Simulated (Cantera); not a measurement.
Input: 1 mol Si₂Cl₆, 3.6 mol HCl, a varied amount of H₂, held at 1650 K and 1.30 mbar.

These are equilibrium values from Cantera (NASA tables, ideal gas, pure condensed phases), not measurements of a reactor. Candidate condensed phases: Si; 19 gas species. The feed counts by its element totals alone. The tables' values for SiCl₃, SiCl are old estimates; treat these amounts as uncertain. Equilibrium is a limit: real reactors are often held back by kinetics, nucleation or transport.

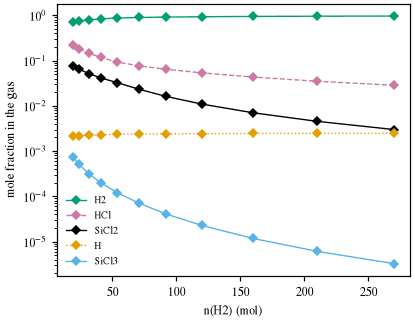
Figure: Equilibrium gas composition (values under 1e-9 drawn at 1e-9)

From 19 mol H₂ to 54 mol H₂ nothing is condensed. From 71 mol H₂ to 270 mol H₂ the condensed part is Si(s). The main Si-bearing gas is SiCl₂ throughout.
